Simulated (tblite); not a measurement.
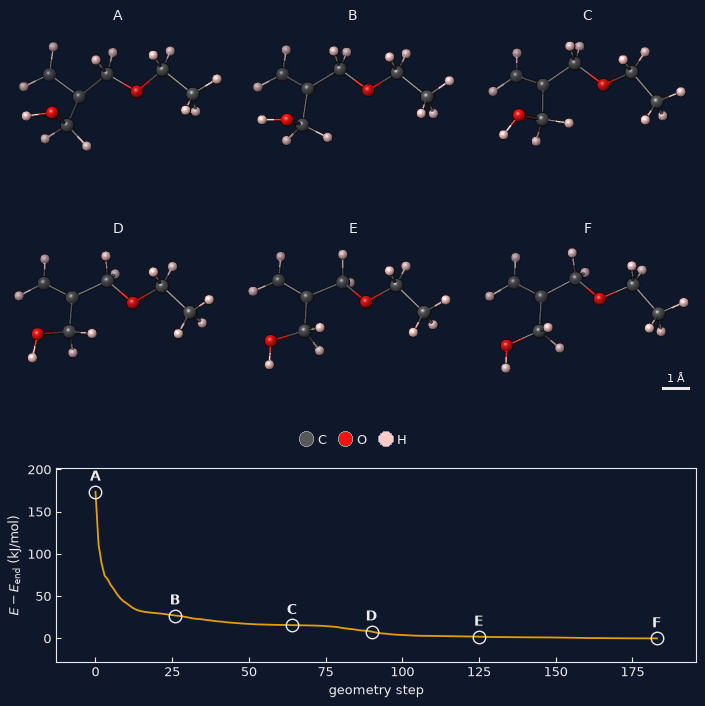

Frames of a relaxation of C$_{6}$H$_{12}$O$_{2}$ (charge +1, multiplicity 2), marked on the history of the run. A ball-and-stick model, seen at a tilt.

Method: tblite, GFN2-xTB geometry optimisation, gas phase. 

**Describe the path.**

The atom that moves furthest after the best rigid fit is an H atom (1.76 Å). Largest moves by element: H 1.76 Å, O 1.40 Å, C 0.75 Å. Near-neighbour distances that change, for instance: C–C 1.467 → 1.347 Å, H–O 1.000 → 0.966 Å, C–H 1.141 → 1.109 Å, C–H 1.112 → 1.088 Å. Bond angles that change, for instance: C–C–C 109.0° → 122.6°, C–C–C 108.7° → 121.9°, O–C–H 105.7° → 112.4°. Groups turn about C–O by about 65°, C–O by about 20°. After 183 geometry steps the energy has fallen by 173.6 kJ/mol. From step 0 to 26: a C atom moves most (0.50 Å), energy −146.6 kJ/mol. From step 26 to 64: an H atom moves most (0.71 Å), energy −11.4 kJ/mol. From step 64 to 90: an H atom moves most (0.69 Å), energy −7.63 kJ/mol. From step 90 to 125: an H atom moves most (0.50 Å), energy −6.15 kJ/mol. From step 125 to 183: H atoms move most (0.45 Å), energy −1.92 kJ/mol.

| step | E − E(0), kJ/mol |
| --- | --- |
| 0 | 0.00 |
| 1 | -62.48 |
| 2 | -85.05 |
| 3 | -99.51 |
| 4 | -103.85 |
| 5 | -110.66 |
| 6 | -115.48 |
| 7 | -121.11 |
| 8 | -125.73 |
| 9 | -129.37 |
| 10 | -131.76 |
| 19 | -143.49 |
| 28 | -147.38 |
| 37 | -152.32 |
| 46 | -155.60 |
| 56 | -157.44 |
| 65 | -157.99 |
| 74 | -158.80 |
| 83 | -162.47 |
| 92 | -167.08 |
| 101 | -169.80 |
| 110 | -170.74 |
| 119 | -171.15 |
| 128 | -171.95 |
| 137 | -172.34 |
| 147 | -172.51 |
| 156 | -172.84 |
| 165 | -173.35 |
| 174 | -173.59 |
| 183 | -173.64 |
